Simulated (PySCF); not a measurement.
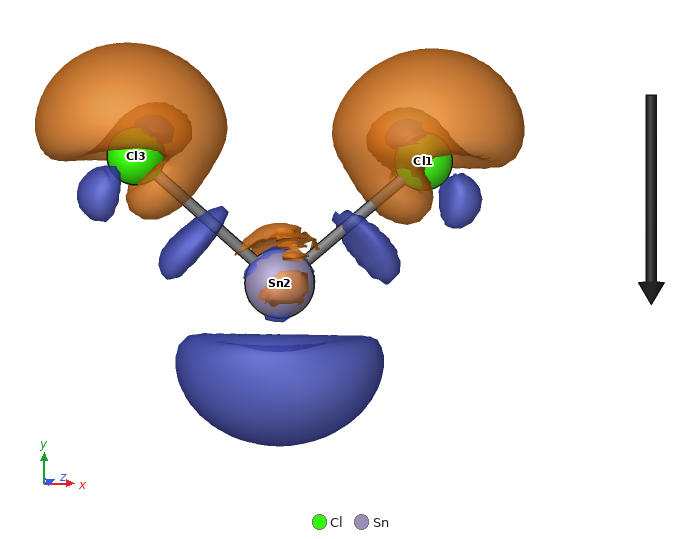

*Cl$_{2}$Sn, SMILES `Cl[Sn]Cl`. Change of the electron density in a uniform field of 0.21 V/Å along −y (arrow), surfaces at ±0.0015 e/Å³ (orange: gain, blue: loss).*

Method: CAM-B3LYP/def2-SVP; geometry: GFN2-xTB; program: PySCF. Core potentials replace the inner electrons of Sn; spin–orbit coupling isn't included. No frequency check shows the geometry to be a minimum. A basis without diffuse functions makes polarisabilities too small. GFN2-xTB bond lengths at metals and heavier atoms can be off by up to 0.1 Å and shapes distorted, which carries into these values.

Input

```python
import numpy as np
from pyscf import gto, scf, dft
from pyscf.scf import atom_ks, atom_hf
from scipy.linalg import block_diag

def solve(mol, dm0=None, hcore=None):
    mf = (dft.UKS if mol.spin else dft.RKS)(mol, xc='camb3lyp')
    mf.grids.level = 3
    mf = mf.density_fit(auxbasis='def2-universal-jkfit')
    mf.conv_tol, mf.max_cycle = 1e-8, 80
    if hcore is not None:
        mf.get_hcore = lambda *args: hcore
    mf.kernel(dm0)
    if not mf.converged:
        mf = mf.newton().run(mf.mo_coeff, mf.mo_occ, max_cycle=30)
    assert mf.converged, 'SCF not converged'
    return mf

mol = gto.M(atom='''
Cl     1.81450     0.91463     0.00000
Sn     0.00003    -0.62192     0.00000
Cl    -1.81460     0.91454     0.00000
''', basis='def2-svp', ecp={'Sn': 'def2-svp'}, charge=0, spin=0, verbose=4)
field = np.array([0.0, 0.004, 0.0])  # atomic units
mol.set_common_orig(mol.atom_charges() @ mol.atom_coords() / mol.atom_charges().sum())
mf = solve(mol)
out = dict(dm0=mf.make_rdm1(), d0=mf.dip_moment(unit='AU'), e0=mf.e_tot)
for name, sign in (('p', 1), ('m', -1)):
    h = mf.get_hcore() + sign * np.einsum('x,xij->ij', field, mol.intor('int1e_r'))
    mi = solve(mol, mf.make_rdm1(), h)
    out.update({'dm' + name: mi.make_rdm1(), 'd' + name: mi.dip_moment(unit='AU'), 'e' + name: mi.e_tot})
# spherically averaged free atoms, for the promolecule
atom_ks.AtomSphAverageRKS.init_guess_by_vsap = lambda self, mol=None: self.init_guess_by_minao(mol)  # core potentials
atm = atom_ks.get_atm_nrks(mol, xc='camb3lyp')
pro = block_diag(*[(atm[a[0]][2] * atm[a[0]][3]) @ atm[a[0]][2].T for a in mol._atom])
np.savez('result.npz', pro=pro, **out)
```

Command:

```sh
OMP_NUM_THREADS=1 python input.py
```

The run took 6.8 s on 1 thread of Intel(R) Xeon(R) 6975P-C (Granite Rapids), on a shared host, peak memory 0.31 GiB.

Partitions, critical points and surface values were worked out afterwards from this run's density.

The field was applied in both directions; the picture shows the one opposite to the script's first.

What dipole is induced, and what polarisability does it imply?

Answer. The induced dipole is 0.54 D (along the field); α along this axis, from the fields in both directions, is 54 bohr³ (7.9 Å³).
